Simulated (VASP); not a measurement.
Band structure of Ni₃Ge (space group Pm-3m). Computed with r2SCAN meta-GGA, VASP's PBE PAW potentials (set 64) (plane waves; VASP).

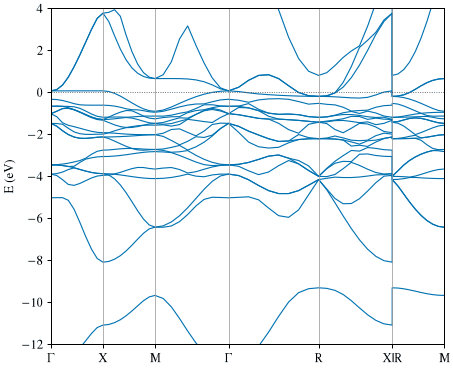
*Bands along high-symmetry lines, zero at the valence-band maximum or, without a gap, the Fermi level*

Q: Read the plot: is there a gap, and where are the band edges?

A: It has no gap at this level: it comes out as a metal or semimetal.

The structure comes from a computed database's Ni3Ge entry (Pm-3m); how it stands against other phases isn't given here. The cell was not relaxed at this level. The run is not spin-polarised, so no magnetic state was tried.
